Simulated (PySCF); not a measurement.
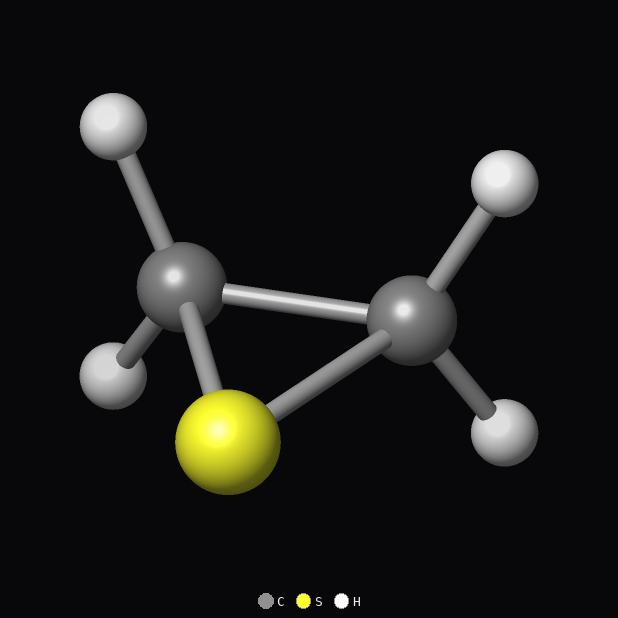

A ball-and-stick model of a molecule.

> What is the molecular formula?

C₂H₄S, 7 atoms: 2 carbon, 4 hydrogen and 1 sulfur.

> Give a SMILES string for it.

C1CS1

> What is the point group of this geometry?

C2v.

> Count the bonded pairs by element.

4 C–H, 2 C–S, 1 C–C.

> How many atoms are distinct by symmetry?

3: 2 C, 1 S, 4 H.

The parts below concern this one geometry. Atoms keep their numbers from picture to picture. The computed structure is the end point of a PBE0-D3(BJ)/def2-SVP optimisation. No frequency run is at hand to confirm it as a minimum.

### Geometry

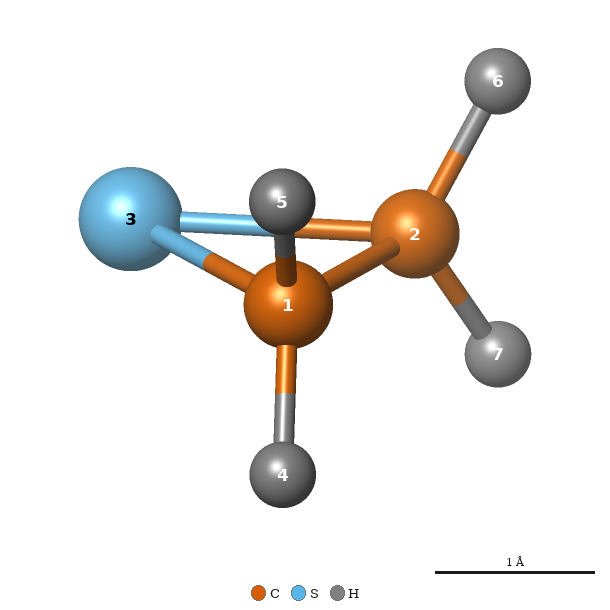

The atoms are numbered. No frequency run is at hand to confirm it as a minimum.

Give these bond angles: C2–C1–S3, C2–C1–H4, S3–C1–H4, H4–C1–H5, C1–S3–C2.

| angle | degrees |
| --- | --- |
| C2–C1–S3 | 65.9 |
| C2–C1–H4 | 118.3 |
| S3–C1–H4 | 115.7 |
| H4–C1–H5 | 114.3 |
| C1–S3–C2 | 48.3 |

### Electronic properties

No frequency run is at hand to confirm it as a minimum. Level of theory: ωB97X-D/def2-SVPD, gas phase (PySCF 2.14.0). Excitations: vertical, linear response.

Computed properties:

- dipole moment: 2.00 D
- HOMO energy (Kohn–Sham orbital): −8.48 eV
- LUMO energy (Kohn–Sham orbital): 1.77 eV
- HOMO–LUMO gap: 10.26 eV
- mean static polarisability: 43.5 bohr³
- lowest vertical singlet excitation: 4.92 eV
- its oscillator strength: 0.000
- brightest of the 6 lowest singlets: 7.13 eV
- its oscillator strength: 0.07

### NMR shielding

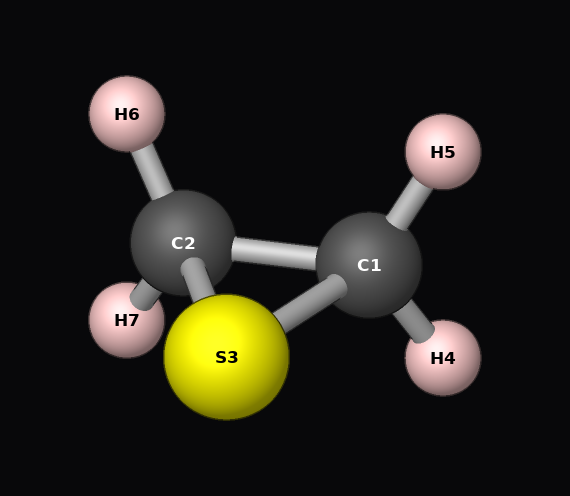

No frequency run is at hand to confirm it as a minimum. Level of theory: GIAO PBE0/pcSseg-1 NMR shielding, non-relativistic, IEF-PCM benzene (PySCF 2.14.0). Principal shieldings σ11 ≤ σ22 ≤ σ33, span Ω = σ33 − σ11, skew κ = 3(σiso − σ22)/Ω.

Give the shielding tensors of the C atoms.

```
  atom    σ11    σ22    σ33   σiso     Ω      κ
C1, C2  131.5  172.5  188.4  164.1  56.9  −0.44
```

Shieldings and span in ppm.

### Quadrupole coupling

No frequency run is at hand to confirm it as a minimum. Electric field gradients from the ground-state density, PBE0/pcSseg-1 in benzene (IEF-PCM) (PySCF 2.14.0), non-relativistic apart from any core potentials.

Give the largest field-gradient component, the quadrupole coupling constant and the asymmetry for 33S at S3 (Q = −67.81 mb).

| atom | V_zz (a.u.) | e²qQ/h (MHz) | η |
| --- | --- | --- | --- |
| S3 | −3.211 | 51.2 | 0.33 |

### Ring current

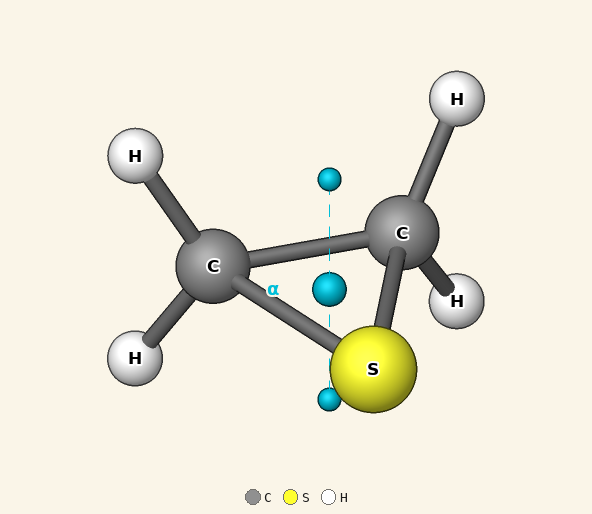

The small points mark where nucleus-independent chemical shifts (NICS) were computed: at the centre of each lettered ring and 1 Å above and below it. No frequency run is at hand to confirm it as a minimum. Properties computed with GIAO PBE0/pcSseg-1 NMR shielding, non-relativistic, IEF-PCM cyclohexane (PySCF 2.14.0).

Give NICS(0), NICS(1) and the out-of-plane component NICS(1)zz for each ring (means of the two sides).

```json
{"ring": "α", "members": "C2S", "NICS(0)": "−47.5", "NICS(1)": "−8.4", "NICS(1)zz": "−24.1"}
```

Values in ppm.
